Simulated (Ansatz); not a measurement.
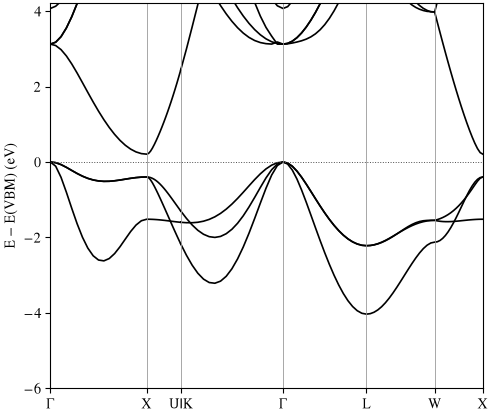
Figure: Band structure from PBE in the plane-wave PAW code Ansatz

Question: Read off the gap and where the band edges lie.

Answer: About 0.2 eV (0.21 eV by a search for the band edges); maximum at Γ, minimum at X.

The material is YN (rock salt, Fm-3m).

The PBE relaxation kept the symmetry of its start. The run is not spin-polarised. Scalar-relativistic: spin–orbit coupling is off unless named, which matters more the heavier the elements.

Potentials: the earlier of the program's two PAW sets.
